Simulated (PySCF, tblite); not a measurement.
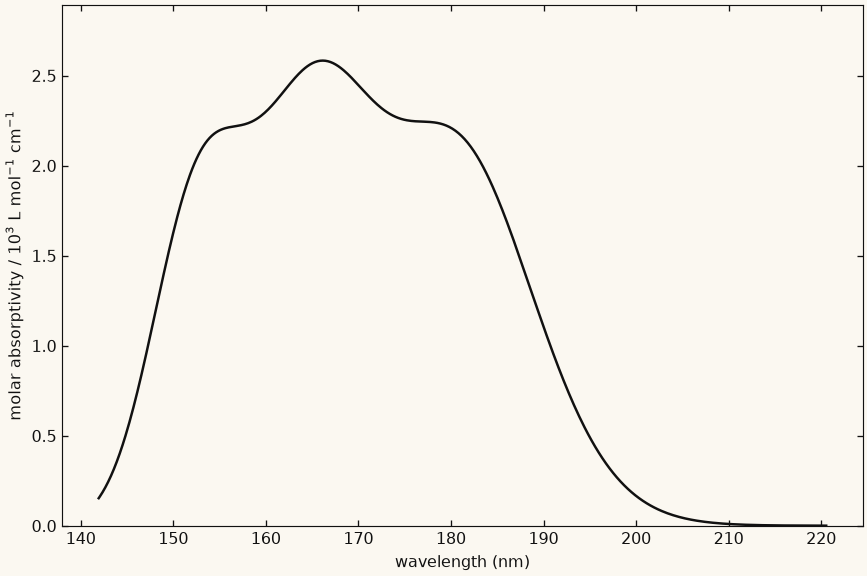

Computed absorption of CH₁₁BO₂Si₂, SMILES C[O+]([SiH3])[BH2-]O[SiH3]. Vertical TDDFT excitations, CAM-B3LYP/def2-SVPD with PySCF, at a GFN2-xTB geometry (a minimum by its frequencies), gas phase. The lowest 8 singlet states are shown; each is broadened by a Gaussian of 1/e half-width 0.40 eV.

> Where is the maximum of the broadened curve, and how high is it?

At about 7.5 eV (166 nm), with ε near 2600 L mol⁻¹ cm⁻¹.

> Does any vertical transition fall in the visible?

No singlet lies below 3.1 eV (beyond 400 nm), so at this level no vertical transition falls in the visible.

Known limits of this run: the tight-binding geometry is rougher than a DFT one and adds to the error; one conformer of a flexible molecule; core orbitals are frozen in the response.
